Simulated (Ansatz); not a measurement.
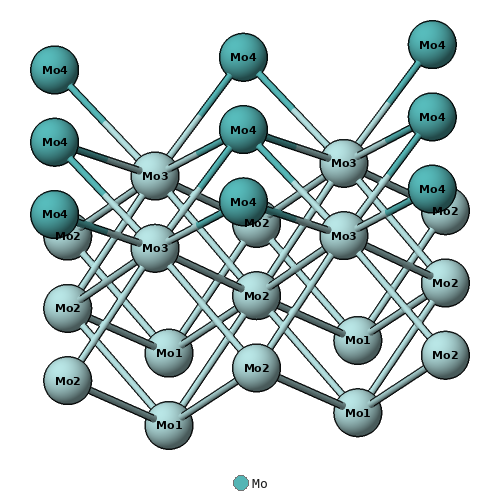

The system is C on a Mo(100) slab cut from the Im-3m phase, its upper half relaxed before the scan (4 atoms of substrate and one adsorbate in a 1 × 1 cell); the picture shows it without the atoms that are moved over the map. C is moved over the surface cell; relaxed at each place: the height of the adsorbate's atoms; substrate rigid; the origin of the map has the adsorbate above Mo4. Places are given modulo a cell vector. The map is drawn in real space over the plane of the surface. The scan uses an 8 × 8 grid; 15 points were computed and 49 follow by symmetry. All energies are given in eV relative to the lowest grid point. With one adsorbate in each 1 × 1 cell, its nearest image is 3.1 Å away, so neighbouring adsorbates interact. Computed with DFT PBEsol, scalar-relativistic, plane waves, PAW (Ansatz). Settings: cutoff 420 eV, k-mesh 9×9×1, gaussian smearing 0.1 eV, no spin polarisation.

Range: position of C5 along the first surface vector from 0.000 to 0.875; position of C5 along the second surface vector from 0.000 to 0.875.

What landscape does the calculation give?

Answer. The lowest grid point is at a fourfold hollow over a second-layer Mo atom, (4/8, 4/8) of the cell vectors. No other kind of well shows on this grid. The highest grid point, the top site over a surface Mo atom, (0/8, 0/8) of the cell vectors, lies 3.77 eV above the lowest. On the interpolated surface the easiest way out of the lowest well to its copy in the next cell or period passes a barrier of about 1.8 eV. At the lowest point the adsorbate has 1 Mo at 1.97 Å as nearest neighbours, at the highest 1 Mo at 1.82 Å. Its relaxed height above the top atom is 0.61 Å at the lowest and 1.82 Å at the highest point.

```
second ↓, first →   0/8   1/8   2/8   3/8   4/8   5/8   6/8   7/8
              7/8  3.63  3.49  3.10  2.36  1.57  2.36  3.10  3.49
              6/8  3.21  3.10  2.75  1.77  0.82  1.77  2.75  3.10
              5/8  2.48  2.36  1.77  0.60  0.18  0.60  1.77  2.36
              4/8  1.77  1.57  0.82  0.18  0.00  0.18  0.82  1.57
              3/8  2.48  2.36  1.77  0.60  0.18  0.60  1.77  2.36
              2/8  3.21  3.10  2.75  1.77  0.82  1.77  2.75  3.10
              1/8  3.63  3.49  3.10  2.36  1.57  2.36  3.10  3.49
              0/8  3.77  3.63  3.21  2.48  1.77  2.48  3.21  3.63
```

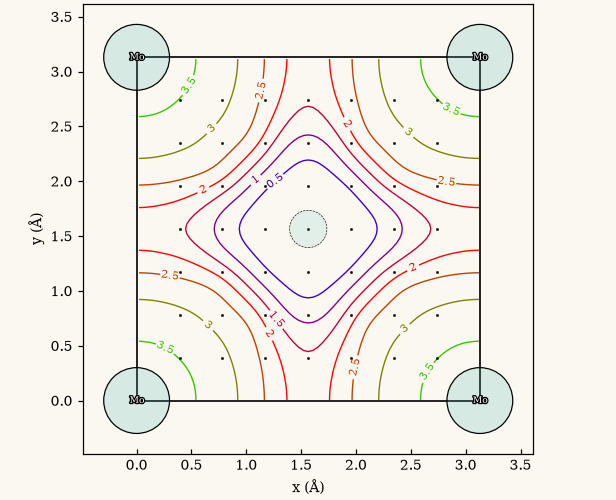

In the figure: contour lines labelled in eV, dots at the grid points, labelled circles for the atoms of the top layer and small ones for the second layer, the outline of one cell of the plane. Between grid points the surface is interpolated.

Each point was launched as `ansatz run input.yaml --threads 1 --pin off --max-ram 3072MiB --backend cpu --events-out ev --progress --plain --runs-dir out`. The whole map (15 points run) took 19 min on 1 thread of Arm Neoverse V1 (shared host).

PAW datasets: the set soft_1.
